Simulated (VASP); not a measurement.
Band structure of I (space group Cmce). All values below come from PBE GGA, VASP's PBE PAW potentials (set 64) (plane waves; VASP).

The path is coarsely sampled, so an indirect gap can come out somewhat too large. Unless said otherwise, spin-orbit coupling is left out, though it shifts the bands of the heavy elements here.

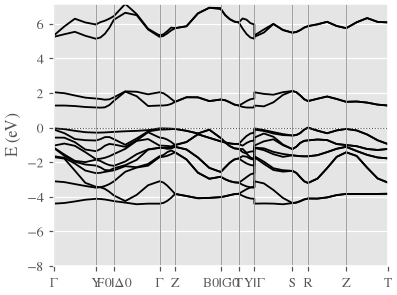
Figure. Bands along high-symmetry lines, zero at the valence-band maximum or, without a gap, the Fermi level

**Question.** Read the plot: is there a gap, and where are the band edges?

**Answer.** The gap is indirect, 1.16 eV, from the valence maximum at R to the conduction minimum at Y-F0 at 0.25.

The structure is a typed I crystal. The cell was not relaxed at this level.
